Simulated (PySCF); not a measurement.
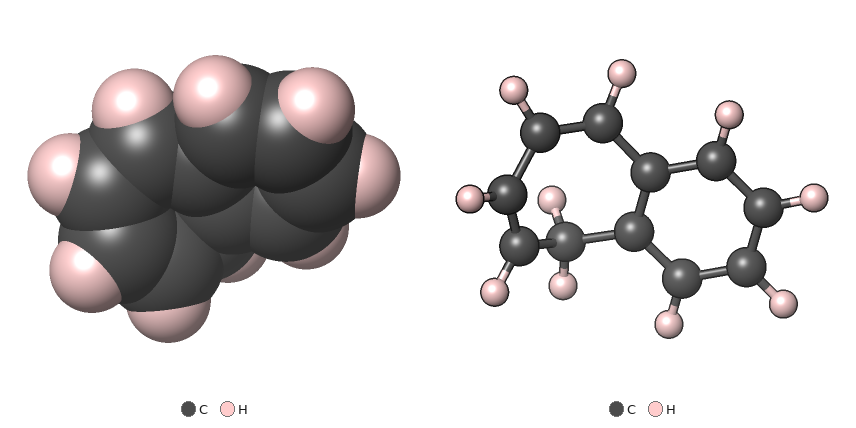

Both panels show the same species.

The computed structure is the end point of a PBE0-D3(BJ)/def2-SVP optimisation. No frequency run is at hand to confirm it as a minimum.

> Count the atoms of each element.

C₁₁H₁₀, 21 atoms: 11 carbon and 10 hydrogen.

> How many bonds of each kind are drawn?

12 C–C, 10 C–H.

More results for the same structure follow; atom numbers are the same in all pictures, views and colours differ.

## Symmetry

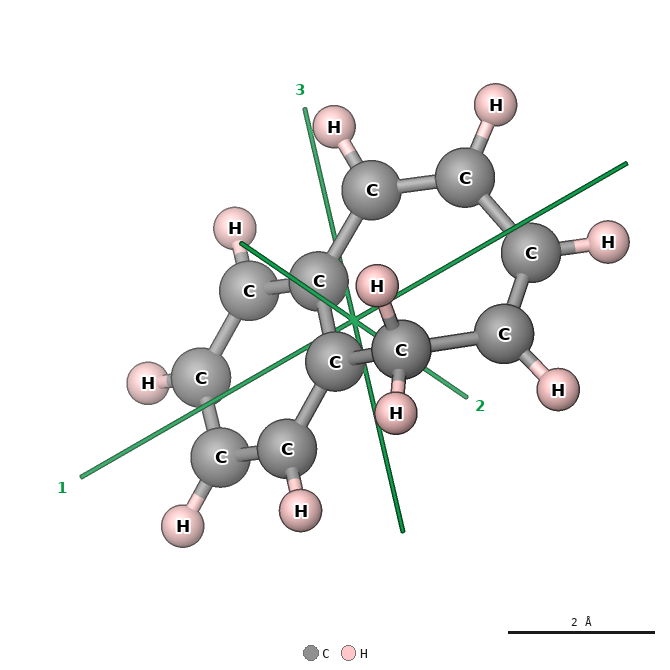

The three principal axes of inertia are drawn and numbered. Distant atoms are faded towards the background colour. No frequency run is at hand to confirm it as a minimum. Masses are those of the most abundant isotopes; constants are for the rigid equilibrium geometry.

> Which line is the a axis (least moment of inertia), which b and which c?

a is line 1, b is line 3, c is line 2; the moments are 219, 518, 690 u Å².

> Classify the rotor and give the rotational constants (GHz).

An asymmetric top (C1): A = 2.31, B = 0.976, C = 0.733 GHz. Ray's parameter κ is −0.69, nearer the prolate limit.

## Dipole moment

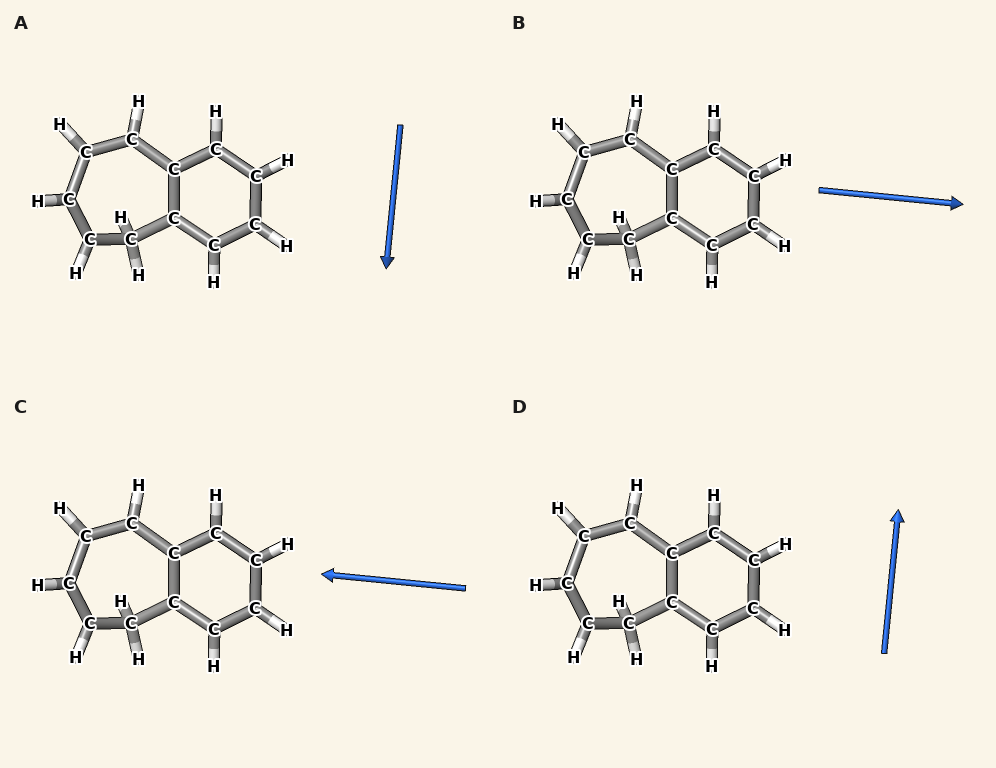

The same molecule four times, each with an arrow. No frequency run is at hand to confirm it as a minimum. Level of theory: PBE0/pcSseg-1 in chloroform (IEF-PCM) (PySCF 2.14.0).

> Which arrow points along the dipole moment, from the negative to the positive end?

A. The dipole moment is 0.30 D.

## Ring current

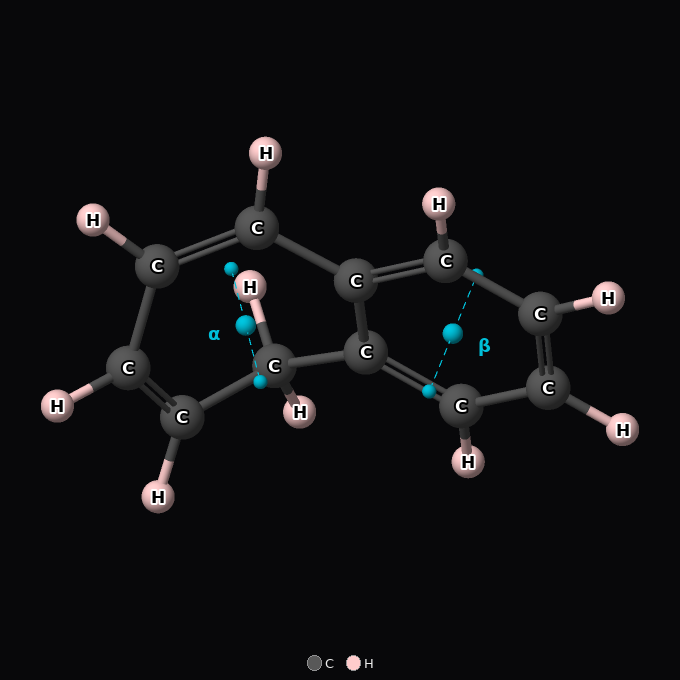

The small points mark where nucleus-independent chemical shifts (NICS) were computed: at the centre of each lettered ring and 1 Å above and below it. No frequency run is at hand to confirm it as a minimum. Method: GIAO PBE0/pcSseg-1 NMR shielding, non-relativistic, IEF-PCM chloroform (PySCF 2.14.0).

Give NICS(0), NICS(1) and the out-of-plane component NICS(1)zz for each ring (means of the two sides).

| ring | members | NICS(0) | NICS(1) | NICS(1)zz |
| --- | --- | --- | --- | --- |
| α | C7 | −1.6 | −4.8 | −4.2 |
| β | C6 | −8.9 | −11.6 | −28.6 |

Values in ppm.

> What do the values say about the ring currents?

Ring α: weak, as in a non-aromatic ring. Ring β: diatropic, as in an aromatic ring. NICS is one index among several.

## NMR shielding

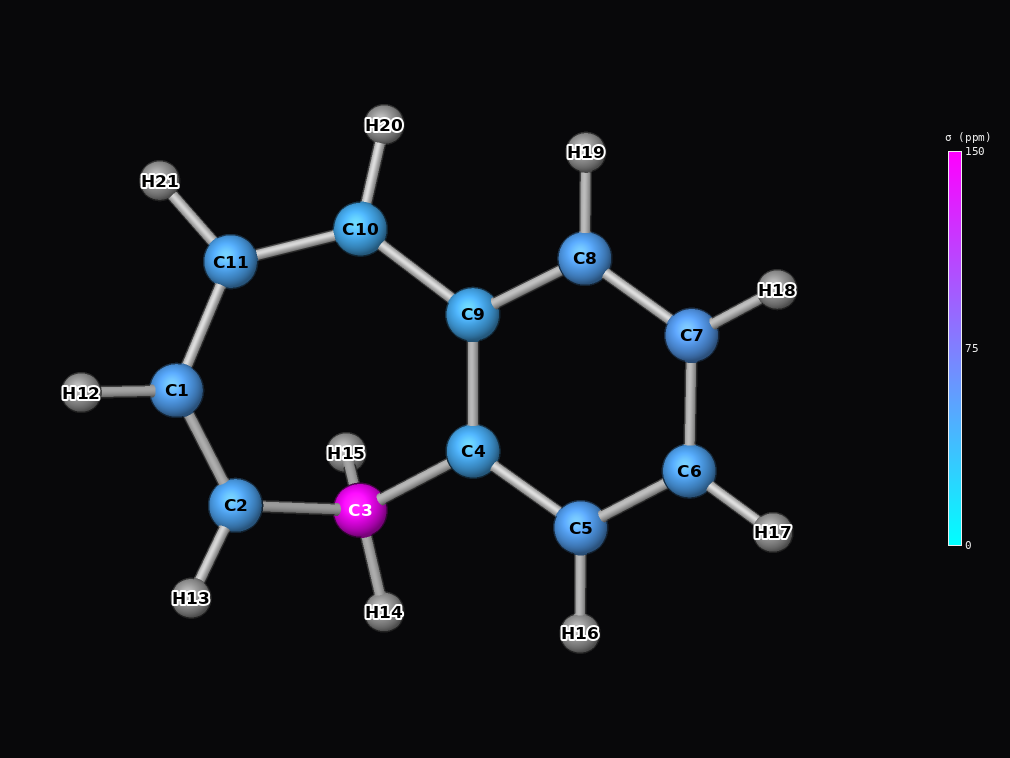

Atoms are coloured by their isotropic NMR shieldings (C only, the others grey). No frequency run is at hand to confirm it as a minimum. Properties computed with GIAO PBE0/pcSseg-1 NMR shielding, non-relativistic, IEF-PCM acetonitrile (PySCF 2.14.0).

> Which C atom is the most shielded (lowest chemical shift)?

C3 (147.5 ppm).

> Which C atom is the least shielded (highest chemical shift)?

C10 (42.9 ppm).

> How wide is the range of C shifts?

104.6 ppm.

Give the isotropic NMR shieldings of the C atoms atom by atom.

```csv
atom,σ (ppm)
C1,50.9
C2,48.4
C3,147.5
C4,44.0
C5,51.2
C6,48.7
C7,53.2
C8,51.0
C9,43.8
C10,42.9
C11,47.8
```
